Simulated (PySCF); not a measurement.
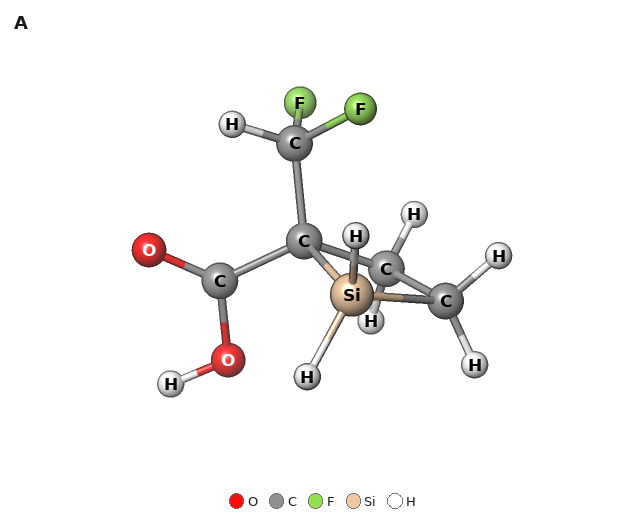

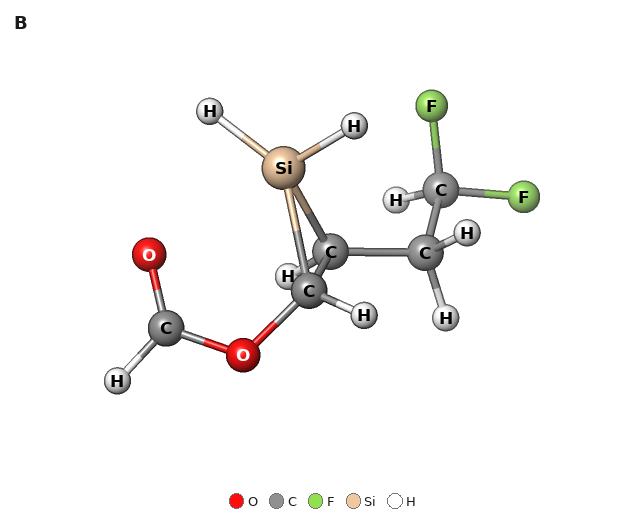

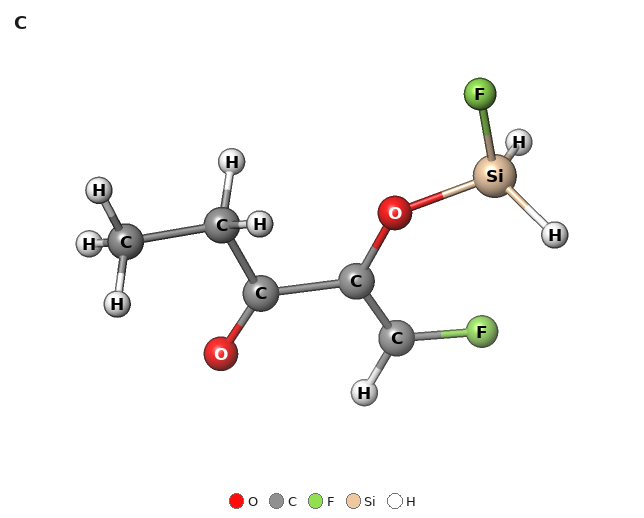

3 stationary structures of one formula. Geometries: GFN2-xTB. Electronic energies: PBE0/pcSseg-1 (PySCF 2.14.0), without zero-point energy. No frequency run is at hand to confirm each as a minimum. Each is one conformer, not always the lowest.

Question: Which is lowest in energy, and by how much?

Answer: C is lowest; A lies 1.333 eV above it, B lies 2.871 eV above it. A is `O=C(O)[C@]1(C(F)F)CC[SiH2]1`, B is `O=CO[C@@H]1[SiH2][C@H]1CC(F)F`, C is `CCC(=O)/C(=C/F)O[SiH2]F`.

The geometry is semi-empirical. Around Si such bond lengths and angles can be off by a tenth of an ångström or more and by several degrees, and values that hang on the shape move with them.
